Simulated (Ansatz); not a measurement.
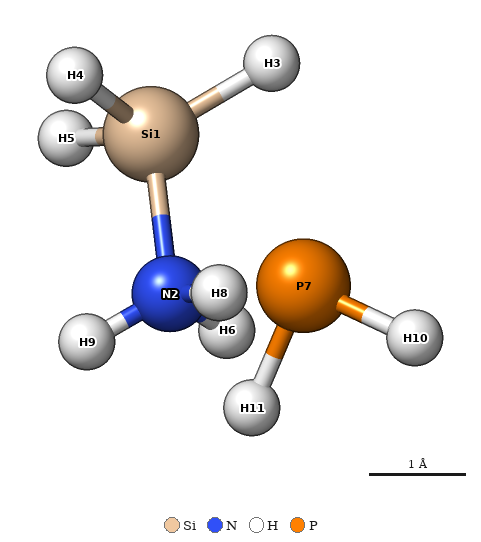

Figure 1. The structure (ball-and-stick view, seen at a tilt; atoms are numbered from 1 in the order of the input).

# What a change does: single-point calculation on SiPNH$_{8}$

System: SiPNH$_{8}$.
Method of run A: RHF/STO-3G (Ansatz 0.2.0).

The geometry comes from this level: PBE0-D4/def2-TZVP. Text and figures count atoms from 1; the logs count them from 0 in places.

Input, run A:
```yaml
crystal:
  periodic: [false, false, false]
  atoms:
    - {symbol: Si, position_ang: [-1.084088, -0.553674, 0.477256]}
    - {symbol: N, position_ang: [0.749718, -0.441412, 0.781594]}
    - {symbol: H, position_ang: [-1.770715, 0.721953, 0.738748]}
    - {symbol: H, position_ang: [-1.399848, -1.442725, 1.646424]}
    - {symbol: H, position_ang: [-1.400121, -1.337261, -0.728068]}
    - {symbol: H, position_ang: [0.903099, 0.223871, -0.094408]}
    - {symbol: P, position_ang: [-0.034139, 1.194813, -1.670551]}
    - {symbol: H, position_ang: [1.001213, -0.004092, 1.666138]}
    - {symbol: H, position_ang: [1.241810, -1.328886, 0.698370]}
    - {symbol: H, position_ang: [0.700262, 2.300023, -1.148773]}
    - {symbol: H, position_ang: [1.093008, 0.667290, -2.366732]}
basis:
  gaussian: {orbitals: STO-3G}
hamiltonian: {xc: hf}
```

Command:
```bash
ansatz run in.yaml --threads 4 --pin off --events-out ev --progress --plain --max-ram 9574MiB
```

Hardware: 4 threads of Arm Neoverse V1, 23 GiB of memory available, shared host.

Output (run A):
```
Functional definition: HF
  exchange = exact_x
  correlation = 0
372 factors; integrals over basis functions are off by at most 3.0e-5 eV
mean field evaluation 1: about -18522.3886 eV, gradient 1.6e1 eV
mean field evaluation 2: about -18522.4886 eV, gradient 1.6e1 eV
mean field evaluation 4: about -18523.6589 eV, gradient 1.1e0 eV
mean field evaluation 8: about -18523.6634 eV, gradient 1.4e-5 eV
mean field -18523.66338119 eV, -680.7320734687 hartree, gradient 6.5e-5 eV, S^2 0.000000; 0 other end points of the search recorded, 0 dependent functions left out
reference -18523.66338119 eV, -680.7320734687 hartree; 22, 22 occupied and 9, 9 virtual orbitals, 372 factors
Total energy: -18523.66338119 eV, -680.7320734687 hartree
```

For run B the input was changed thus:
```diff
-    - {symbol: Si, position_ang: [-1.084088, -0.553674, 0.477256]}
-    - {symbol: N, position_ang: [0.749718, -0.441412, 0.781594]}
-    - {symbol: H, position_ang: [-1.770715, 0.721953, 0.738748]}
-    - {symbol: H, position_ang: [-1.399848, -1.442725, 1.646424]}
-    - {symbol: H, position_ang: [-1.400121, -1.337261, -0.728068]}
-    - {symbol: H, position_ang: [0.903099, 0.223871, -0.094408]}
-    - {symbol: P, position_ang: [-0.034139, 1.194813, -1.670551]}
-    - {symbol: H, position_ang: [1.001213, -0.004092, 1.666138]}
-    - {symbol: H, position_ang: [1.241810, -1.328886, 0.698370]}
-    - {symbol: H, position_ang: [0.700262, 2.300023, -1.148773]}
-    - {symbol: H, position_ang: [1.093008, 0.667290, -2.366732]}
+    - {symbol: Si, position_ang: [-1.130077, -0.888934, 0.931883]}
+    - {symbol: N, position_ang: [0.568207, -0.802827, 1.215257]}
+    - {symbol: H, position_ang: [-1.664930, 0.496260, 0.969139]}
+    - {symbol: H, position_ang: [-1.909595, -1.700427, 1.913932]}
+    - {symbol: H, position_ang: [-1.333583, -1.490549, -0.410544]}
+    - {symbol: H, position_ang: [0.829492, 0.815270, -0.979826]}
+    - {symbol: P, position_ang: [0.301945, 1.541028, -2.081085]}
+    - {symbol: H, position_ang: [0.908607, -0.281140, 2.007490]}
+    - {symbol: H, position_ang: [1.133393, -1.623980, 1.067062]}
+    - {symbol: H, position_ang: [0.925574, 2.755533, -1.690045]}
+    - {symbol: H, position_ang: [1.371167, 1.179664, -2.943264]}
```

Predict how the results change.

With the same method and basis, run B lies 92.3 kcal/mol lower.

Output (run B):
```
Functional definition: HF
  exchange = exact_x
  correlation = 0
361 factors; integrals over basis functions are off by at most 3.7e-5 eV
mean field evaluation 1: about -18526.8746 eV, gradient 1.5e1 eV
mean field evaluation 2: about -18526.9391 eV, gradient 1.5e1 eV
mean field evaluation 4: about -18527.6636 eV, gradient 7.9e-1 eV
mean field evaluation 8: about -18527.6671 eV, gradient 6.0e-6 eV
mean field -18527.66714521 eV, -680.8792090825 hartree, gradient 4.3e-5 eV, S^2 0.000000; 0 other end points of the search recorded, 0 dependent functions left out
reference -18527.66714521 eV, -680.8792090825 hartree; 22, 22 occupied and 9, 9 virtual orbitals, 361 factors
Total energy: -18527.66714521 eV, -680.8792090825 hartree
```

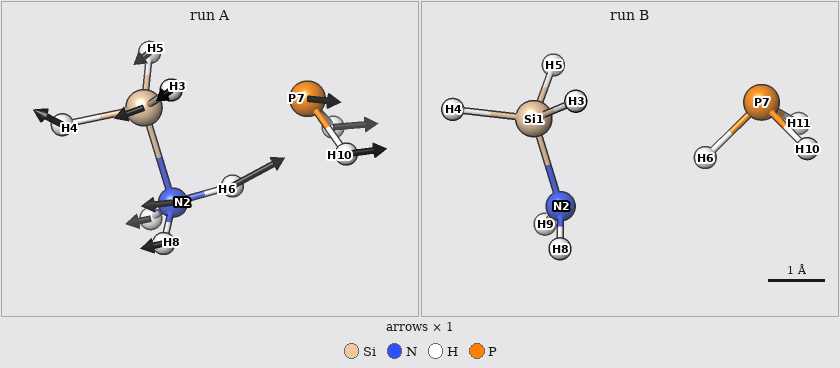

Figure 2. The two input geometries at one scale (ball-and-stick view, seen at a tilt). The black arrows on the first give the shifts of the atoms after the best rigid fit, at true length. The atom that moves furthest after the best rigid fit is H6 (1.07 Å). By element the largest moves are H 1.07 Å, P 0.62 Å, N 0.59 Å, Si 0.58 Å. Among the contacts that change: N2–H6 1.111 → 2.740 Å, H6–P7 2.075 → 1.420 Å, Si1–N2 1.862 → 1.724 Å, Si1–H3 1.472 → 1.485 Å.

The two runs side by side:

```csv
quantity,run A,run B
outcome,converged,converged
total energy (hartree),−680.732073,−680.879209
basis functions,31,31
```
